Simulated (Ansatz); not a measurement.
A series of calculations on C2H7NOTe

**1. Relaxation**

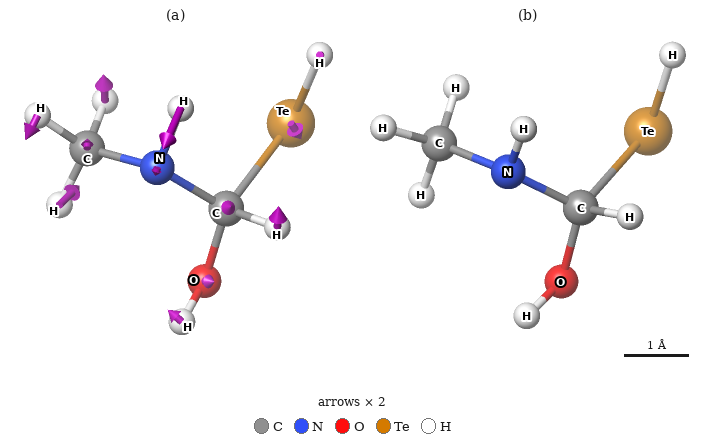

The structure of C2H7NOTe before (left) and after (right) a relaxation, at one scale. The purple arrows give the displacements, 2 times their true length.

Style: ball-and-stick. Shown face on.

The run prepares an end point of a later path (torsion) calculation, from a guessed geometry.

Level of theory: Ansatz 0.2.0, RKS PBE0-D4/def2-SVP.

Input
```yaml
crystal:
  periodic: [false, false, false]
  atoms:
    - { symbol: C, position_ang: [-1.3794, -0.2745, 0.3903] }
    - { symbol: "N", position_ang: [-0.0264, -0.5675, 0.6299] }
    - { symbol: C, position_ang: [0.8378, -0.1194, -0.4659] }
    - { symbol: O, position_ang: [0.523, -0.6108, -1.6964] }
    - { symbol: Te, position_ang: [1.033, 2.0222, -0.5736] }
    - { symbol: H, position_ang: [-1.5722, 0.8828, 0.2798] }
    - { symbol: H, position_ang: [-1.7684, -0.7391, -0.5321] }
    - { symbol: H, position_ang: [-2.0063, -0.5662, 1.2245] }
    - { symbol: H, position_ang: [0.2759, -0.0692, 1.5557] }
    - { symbol: H, position_ang: [1.8999, -0.4925, -0.2156] }
    - { symbol: H, position_ang: [0.5634, -1.6053, -1.6338] }
    - { symbol: H, position_ang: [1.6966, 2.0845, 1.0712] }
basis:
  gaussian: { orbitals: def2-SVP }
hamiltonian:
  xc: pbe0
  dispersion: d4
relax:
  f_tol: 0.015
  max_steps: 40
output:
  orbitals: {}
```

Run as
```bash
ansatz run input.yaml --threads 2 --pin off --max-ram 3072MiB --backend cpu --events-out ev --progress --plain --runs-dir out
```

**Describe what moved and what it gained.**

After 8 accepted moves (9 points after the start) the energy has fallen by 63.0 kJ/mol. Largest force component: 2.4 eV/Å at the start, 0.01 eV/Å at the end. The line search rejected the trial step at point 5 of the run. H9 moves most after the best rigid fit: 0.44 Å. Largest moves by element: H 0.44 Å, Te 0.20 Å, C 0.13 Å, O 0.12 Å, N 0.07 Å. Near-neighbour distances that change, for instance: Te5–H12 1.775 → 1.669 Å, C3–Te5 2.153 → 2.259 Å, N2–H9 1.094 → 1.015 Å, C1–H6 1.178 → 1.107 Å. Among the angles between lasting bonds that change: O4–C3–Te5 109.6° → 101.0°, C1–N2–C3 112.1° → 118.6°, O4–C3–H10 107.0° → 113.5°. Cost: 37 s on 2 threads of Intel(R) Xeon(R) Platinum 8488C (Sapphire Rapids), on a shared host, peak memory 0.32 GiB.

**2. Relaxation**

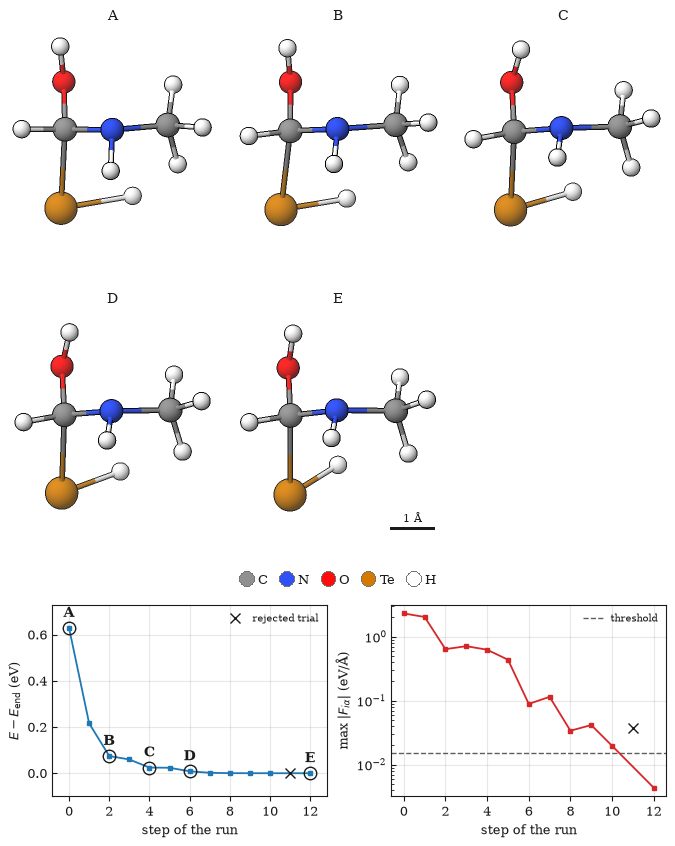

Frames of a relaxation of C$_{2}$H$_{7}$NOTe, marked on the history of the run. Style: ball-and-stick. Shown at a tilt.

The run prepares an end point of a later path (torsion) calculation, from a guessed geometry.

Computed with Ansatz, RKS PBE0-D4/def2-SVP. Settings: no spin polarisation; force threshold 0.015 eV/Å; at most 40 steps.

Question: What happens along the run?

Answer: After 11 accepted moves (12 points after the start) the energy has fallen by 0.629 eV. Largest force component: 2.3 eV/Å at the start, 0.0043 eV/Å at the end. The line search rejected the trial step at point 11 of the run. The largest move after the best rigid fit is that of an H atom, 0.77 Å. By element the largest moves are H 0.77 Å, Te 0.17 Å, C 0.11 Å, O 0.07 Å, N 0.06 Å. Some distances before and after: H–Te 1.775 → 1.663 Å, C–Te 2.153 → 2.259 Å, H–N 1.094 → 1.015 Å, C–H 1.178 → 1.109 Å. Bond angles that change, for instance: O–C–H 107.0° → 113.4°, C–N–C 112.1° → 117.9°, H–C–H 104.0° → 109.0°. Groups turn about C–Te by about 25°. Cost: 46 s on 2 threads of Intel(R) Xeon(R) Platinum 8488C (Sapphire Rapids), on a shared host, peak memory 0.32 GiB. From step 0 to 2: an H atom moves most (0.30 Å), energy −0.555 eV. From step 2 to 4: an H atom moves most (0.22 Å), energy −0.050 eV. From step 4 to 6: an H atom moves most (0.12 Å), energy −0.016 eV. From step 6 to 12: an H atom moves most (0.27 Å), energy −0.008 eV.

| step | E − E(0), eV | largest force component, eV/Å | note |
| --- | --- | --- | --- |
| 0 | 0.0000 | 2.3124 |  |
| 1 | -0.4133 | 2.0387 |  |
| 2 | -0.5545 | 0.6394 |  |
| 3 | -0.5696 | 0.7120 |  |
| 4 | -0.6045 | 0.6266 |  |
| 5 | -0.6055 | 0.4374 |  |
| 6 | -0.6208 | 0.0890 |  |
| 7 | -0.6272 | 0.1148 |  |
| 8 | -0.6289 | 0.0339 |  |
| 9 | -0.6290 | 0.0416 |  |
| 10 | -0.6291 | 0.0197 |  |
| 11 | -0.6290 | 0.0380 | rejected |
| 12 | -0.6291 | 0.0043 |  |

**3. Path**

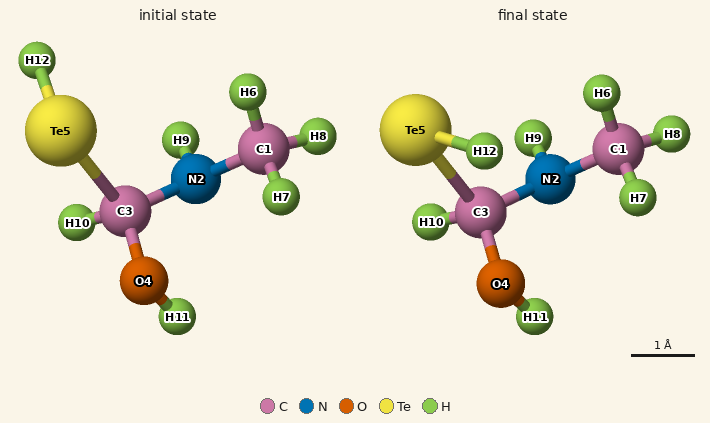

The two relaxed end points of a path for C$_{2}$H$_{7}$NOTe. A ball-and-stick model, seen face on.

Level of theory: RKS PBE0-D4/def2-SVP in Ansatz 0.2.0.

Set-up: 5 movable images; climbing image; force threshold 0.03 eV/Å; iteration limit 60.

Start:
```xyz
12

C    -1.4104   -0.1906    0.4099
N    -0.0351   -0.6034    0.5711
C     0.9118   -0.1719   -0.3720
O     0.6277   -0.6411   -1.6464
Te    1.0886    2.0466   -0.7604
H    -1.5575    0.8958    0.5656
H    -1.7403   -0.4230   -0.6121
H    -2.0490   -0.7478    1.1101
H     0.3027   -0.5054    1.5231
H     1.9179   -0.4507   -0.0149
H     0.4433   -1.5864   -1.5510
H     1.5771    2.3228    0.8109
```

End:
```xyz
12

C    -1.3164   -0.1059    0.4921
N    -0.0453   -0.7860    0.5807
C     1.0278   -0.2793   -0.1797
O     0.7831   -0.3783   -1.5389
Te    1.6075    1.8797    0.1483
H    -1.2891    0.9142    0.9252
H    -1.6077   -0.0138   -0.5636
H    -2.0893   -0.6928    1.0082
H     0.2315   -0.9632    1.5412
H     1.9527   -0.7947    0.1390
H     0.4291   -1.2695   -1.6758
H     0.3929    2.4346   -0.8426
```

> Predict the minimum-energy path and its barrier.

The energy climbs by 0.101 eV to image 3 and then falls by 0.054 eV, so the end point sits at +0.047 eV. The motion is a rotation about the C3–Te5 bond by about 145°. No bond forms or breaks between the ends. Bond angles that change up to the highest image, for instance: O4–C3–Te5 101.0° → 105.0°, Te5–C3–H10 103.4° → 100.8°. The band converged in 12 iterations, with a climbing image at the top. At the top, the vibrational analysis gives one imaginary mode (162i cm⁻¹), as a transition state must have.

Energies of the converged images:

```csv
image,path (Å),E (eV)
0,0.00,0.000
1,0.61,0.017
2,1.22,0.068
3,1.83,0.101
4,2.34,0.085
5,2.84,0.059
6,3.34,0.047
```

The geometry at the top of the path:

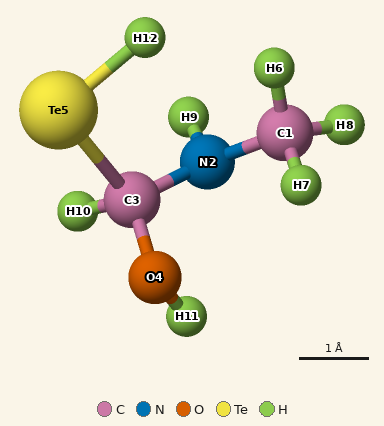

Cost: 3.4 min on 2 threads of Intel(R) Xeon(R) Platinum 8488C (Sapphire Rapids), on a shared host, peak memory 0.32 GiB.
